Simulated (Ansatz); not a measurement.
# singlet CF+: levels of theory compared

Wanted: a comparison of 6 runs (HF/STO-3G, PBE/STO-3G, PBE0/STO-3G, SVWN5/STO-3G, MP2/STO-3G, CCSD(T)/STO-3G) of singlet CF+. 

Program for the calculation: Ansatz 0.2.0.

44 further runs of the same task are left out: 9 that didn't finish, 35 set aside as unsound or not needed.

### 1 The system as given

The species is CF+ (2 atoms), meant as a singlet with charge +1. As SMILES of the parent species, `[C]F`. The coordinates come from a PBE0-D4/def2-TZVP relaxation. That shape belongs to the parent species and isn't relaxed for this state.

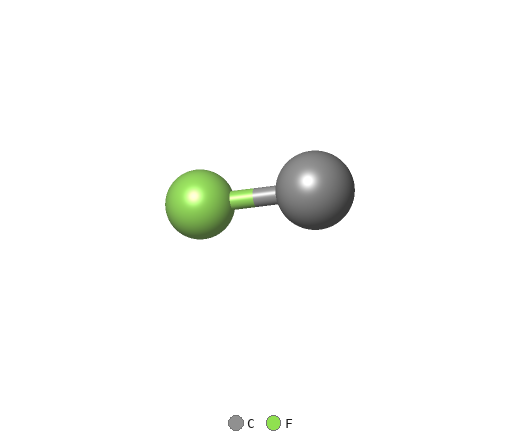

Viewed from a chosen angle; carbon grey, fluorine green.

### 2 The energy at HF/STO-3G (run 1)

The input, molecule.yaml:

```yaml
crystal:
  periodic: [false, false, false]
  atoms:
    - {symbol: C, position_ang: [-0.000000, 0.000000, 0.003080]}
    - {symbol: F, position_ang: [0.000000, -0.000000, 1.271320]}
basis:
  gaussian:
    orbitals: STO-3G
total_charge: 1
hamiltonian:
  xc: hf
accuracy: high
```

The run is started by

```
ansatz run molecule.yaml --threads 1 --pin off --max-ram 3480MiB --events-out events.jsonl --progress --plain --runs-dir runs
```

Log:

```text
Warning: RAYON_NUM_THREADS=1 ignored (pool sized by the plan → 1); use --threads N
Functional definition: HF
  name "HF"
  exchange = exact_x
  correlation = 0
149 factors; integrals over basis functions are off by at most 3.2e-8 eV
mean field evaluation 1: about -3669.9778 eV, gradient 3.4e1 eV
mean field evaluation 2: about -3670.0171 eV, gradient 3.4e1 eV
mean field evaluation 4: about -3674.4381 eV, gradient 1.5e0 eV
mean field evaluation 8: about -3674.4505 eV, gradient 9.9e-2 eV
mean field -3674.45051465 eV, -135.0335657815 hartree, gradient 2.0e-8 eV, S^2 0.000000; 0 other end points of the search recorded, 0 dependent functions left out
reference -3674.45051465 eV, -135.0335657815 hartree; 7, 7 occupied and 3, 3 virtual orbitals, 149 factors
Total energy: -3674.45051465 eV, -135.0335657815 hartree
```

Wall time 0.06 s (1 thread of Arm Neoverse V1, shared host).

### 3 A single-point energy at PBE/STO-3G (run 2)

The input, input.yaml:

```yaml
crystal:
  periodic: [false, false, false]
  atoms:
    - {symbol: C, position_ang: [-0.000000, 0.000000, 0.003080]}
    - {symbol: F, position_ang: [0.000000, -0.000000, 1.271320]}
basis:
  gaussian: {orbitals: STO-3G}
hamiltonian: {xc: pbe}
accuracy: high
total_charge: 1
```

The run is started by

```
ansatz run input.yaml --threads 1 --pin off --max-ram 3480MiB --events-out events.jsonl --progress --plain --runs-dir runs
```

Log:

```text
Warning: RAYON_NUM_THREADS=1 ignored (pool sized by the plan → 1); use --threads N
Functional definition: PBE
  name "PBE"
  parameter kappa = 0.804
  parameter beta = 0.06672455060314922
  exchange = pbe_x(kappa = kappa, mu = beta*pi^2/3)
  correlation = pbe_c(beta = beta)
149 factors; integrals over basis functions are off by at most 3.2e-8 eV
mean field evaluation 1: about -3681.9702 eV, gradient 3.4e1 eV
mean field evaluation 2: about -3586.6819 eV, gradient 2.0e2 eV
mean field evaluation 4: about -3685.9945 eV, gradient 3.5e0 eV
mean field evaluation 8: about -3685.9882 eV, gradient 4.0e-2 eV
mean field evaluation 16: about -3685.9882 eV, gradient 4.4e-8 eV
mean field -3685.98822253 eV, -135.4575687253 hartree, gradient 1.6e-8 eV, S^2 0.000000; 0 other end points of the search recorded, 0 dependent functions left out
reference -3685.98822333 eV, -135.4575687547 hartree; 7, 7 occupied and 3, 3 virtual orbitals, 149 factors
Total energy: -3685.98822333 eV, -135.4575687547 hartree
```

Run time: 0.34 s. Hardware: 1 thread of Arm Neoverse V1, shared host.

Runs 3 to 5 aren't shown in full; the table further down has their settings and results.

### 4 The energy at CCSD(T)/STO-3G (run 6)

The input, in.yaml:

```yaml
basis:
  gaussian: {orbitals: STO-3G}
crystal:
  periodic: [false, false, false]
  atoms:
    - symbol: C
      position_ang: [-0.000000, 0.000000, 0.003080]
    - symbol: F
      position_ang: [0.000000, -0.000000, 1.271320]
total_charge: 1
correlation: {method: ccsd_t, frozen_orbitals: {C: 1, F: 1}}
accuracy: high
scf: {omitted_lower_state_checks: [cluster_reference, increment]}
```

The run is started by

```
ansatz run in.yaml --threads 1 --pin off --max-ram 3480MiB --events-out events.jsonl --progress --plain --runs-dir runs
```

Log (excerpt; [...] marks lines left out):

```text
Warning: RAYON_NUM_THREADS=1 ignored (pool sized by the plan → 1); use --threads N
[... 2 set-up lines as earlier in the session ...]
[...]
149 factors; integrals over basis functions are off by at most 3.2e-8 eV
[...]
mean field -3674.45051465 eV, -135.0335657815 hartree, gradient 2.0e-8 eV, S^2 0.000000; 0 other end points of the search recorded, 0 dependent functions left out
2 core orbitals not correlated: weight in the atoms' cores, before any rotation towards them, 1.000 or more for the frozen orbitals, at most 0.000 for the correlated occupied ones
reference -3674.45051465 eV, -135.0335657815 hartree; 5, 5 occupied and 3, 3 virtual orbitals, 149 factors
second order -2.83806605 eV of doubles, -0.00000000 eV of singles
cycle   1  -2.65226375 eV  change    1.9e-1 eV  update   1.5e-1
[...]
cycle  18  -3.18196409 eV  change  -4.1e-10 eV  update  3.7e-10
perturbative correction -0.41061579 eV, -0.0150898521 hartree
Total energy: -3678.04309454 eV, -135.1655906573 hartree
Checks for a lower state left out: cluster_reference, increment
```

Wall time 0.12 s (1 thread of Arm Neoverse V1, shared host).

### 5 The series

```csv
run,level,frozen core orbitals,energy (Eh),wall time
1,HF/STO-3G,–,-135.033566,0.06 s
2,PBE/STO-3G,–,-135.457569,0.34 s
3,PBE0/STO-3G,–,-135.465834,0.34 s
4,SVWN5/STO-3G,–,-134.584530,0.24 s
5,MP2/STO-3G,2,-135.137863,0.06 s
6,CCSD(T)/STO-3G,2,-135.165591,0.12 s
```

### 6 Summary of results

```
                                          quantity          value
                               run 6: total energy  -135.16559 Eh
run 6: correlation energy (2 core orbitals frozen)     -132.0 mEh
                             run 6: (T) correction     -15.09 mEh
                              run 6: T1 diagnostic          0.036
```

What this shows: Below the HF energy at the same shape and in the same basis (STO-3G): MP2 -104.3 mEh; CCSD(T) -132.0 mEh. Totals of different functionals can't be ranked against each other. In run 6 the T1 diagnostic is large, so a single reference may not serve. In runs 1, 2, 3, 4, 5, 6 the basis is minimal, so the values are rough. All runs together took 1.2 s, the longest 0.34 s.
